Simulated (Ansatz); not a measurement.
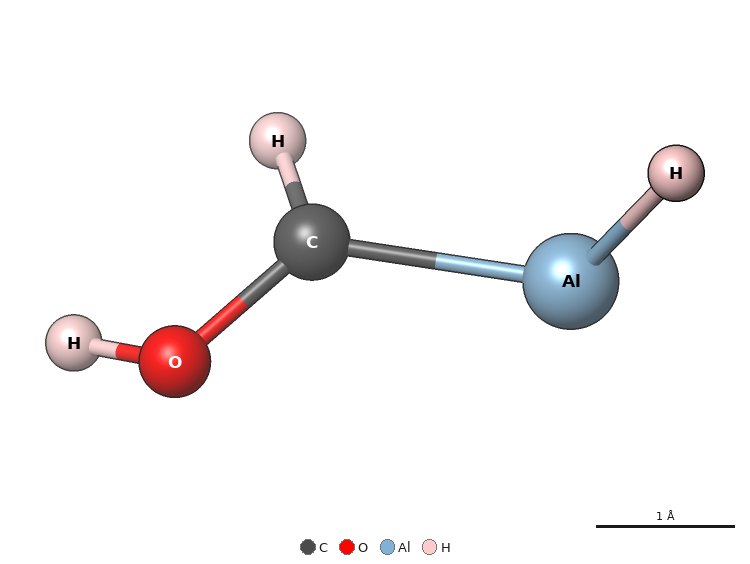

Distant atoms are faded towards the background colour. The geometry was computed by an optimisation with PBE0-D4/def2-TZVP. No frequency run is at hand to confirm it as a minimum. Masses are those of the most abundant isotopes; constants are for the rigid equilibrium geometry.

> Classify the rotor and give the rotational constants (cm⁻¹).

An asymmetric top (C1): A = 2.00, B = 0.161, C = 0.155 cm⁻¹. Ray's parameter κ is −0.99, close to the prolate limit.
